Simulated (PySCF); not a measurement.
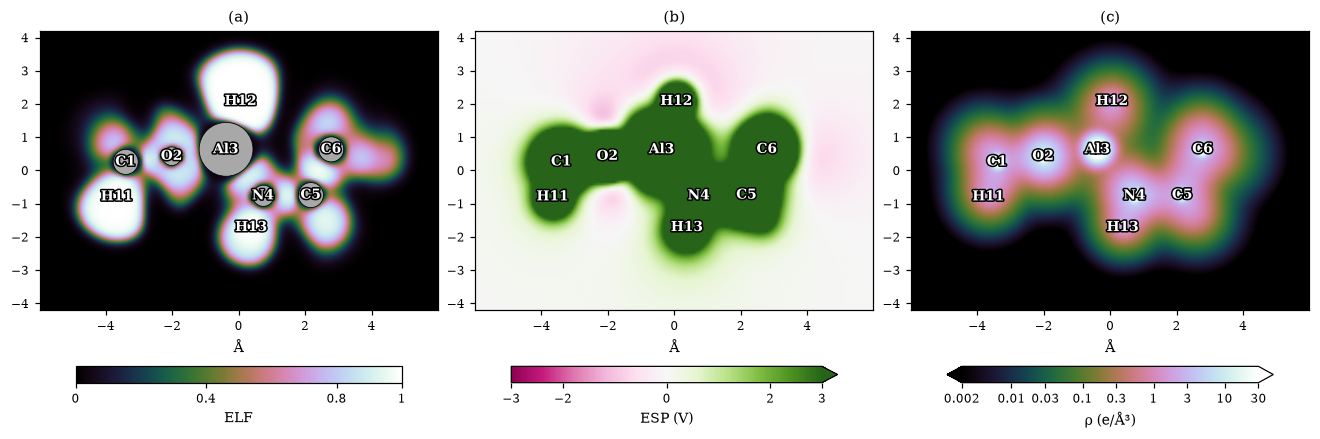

The picture shows: C$_{5}$H$_{10}$AlNO. (a) electron localisation function; (b) molecular electrostatic potential; (c) total electron density on the plane of atoms Al3, N4 and H13. Grey discs cover the atomic cores in the ELF map.

Geometry: GFN2-xTB.

Level of theory: CAM-B3LYP/def2-SVPD, SCF density, gas phase in PySCF 2.14.0.

Input file:

```
{"job": {"kind": "uv", "xc": "CAM-B3LYP", "basis": "def2-SVPD", "nstates": 8, "ntriplets": 3}, "charge": 0, "multiplicity": 1}
C      3.938143     0.566046    -0.276964
O      2.581057     0.373027    -0.542962
Al     0.979978     0.151709    -0.862402
N     -0.070307    -0.803254     0.232427
C     -1.498531    -0.961732     0.163488
C     -2.126128    -0.417134    -1.093209
C     -2.875765     0.473407    -0.452067
C     -2.372195     0.102565     0.913417
H      4.543132     0.018594    -1.004006
H      4.185323     1.628601    -0.341671
H      4.183389     0.208793     0.726094
H      0.500141     0.798558    -2.142461
H      0.305468    -1.223747     1.078756
H     -1.797605    -1.991422     0.399898
H     -1.983999    -0.696790    -2.121603
H     -3.606306     1.200771    -0.759203
H     -1.778923     0.871196     1.406477
H     -3.115632    -0.292871     1.605295
```

Launched as:

```sh
OMP_NUM_THREADS=1 python probes_run.py task.json out
```

### Interpret the plot.

Atoms in the plane: C, O, Al, N and H. C–O (1.40 Å): ρ is about 2.1 e/Å³ halfway, with its minimum of 1.7 e/Å³ about 0.5 Å from C; the ELF peaks at about 0.90 between the atoms; a shared but strongly polarised pair. C–N (1.44 Å): ρ is about 2 e/Å³ halfway; the ELF peaks at about 0.95 between the atoms; localised, covalent bonding. Al–O (1.65 Å): ρ at the midpoint is about 0.86 e/Å³; the ELF peaks at about 0.85 in the valence shell of O, 0.5 Å from its nucleus, and is about 0.30 at the midpoint. Al–N (1.79 Å): ρ is about 0.82 e/Å³ halfway; the ELF peaks at about 0.90 between the atoms, as expected for a shared but strongly polarised pair. N–H (1.02 Å): ρ is about 2.8 e/Å³ halfway; the ELF climbs to about 1 towards the hydrogen, as it does in any bond to H: an ordinary covalent bond to hydrogen. The ELF also peaks beside O2, away from the bonds: lone-pair regions. Outside the dense part of the molecule the potential is most negative (−1.0 V) near O2.
